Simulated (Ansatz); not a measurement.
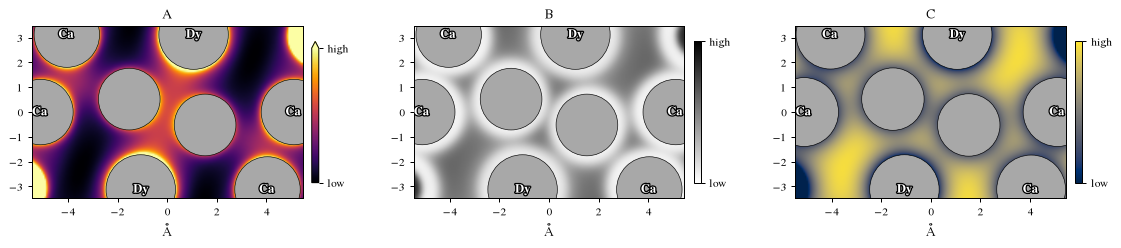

Ca₄Dy: 3 fields on the (111) plane of the conventional cell, with unlabelled colour scales. Grey discs cover the atomic cores.

Space group P4/mmm; a generated structure, not necessarily the stable one; changed on purpose from its base cell (volume × 0.97, shape and atoms relaxed); computed without spin polarisation; no Hubbard U on the f states and no spin–orbit coupling.

Level of theory: DFT PBE, scalar-relativistic, plane waves, PAW; 4f electrons in the core of a trivalent norm-conserving potential (Ansatz 0.2.0).

Question: Match the panels to the quantities (electron localisation function, electrostatic potential energy of an electron and valence pseudo-density).

Answer: Panel A: valence pseudo-density. Panel B: electron localisation function. Panel C: electrostatic potential energy of an electron (low next to the atoms, rising into the space between them). From the grid: Ca–Ca (3.30 Å): ρ at the midpoint is about 0.07 e/Å³; the ELF is about 0.10 at the midpoint: no shared electron pair shows on this line.
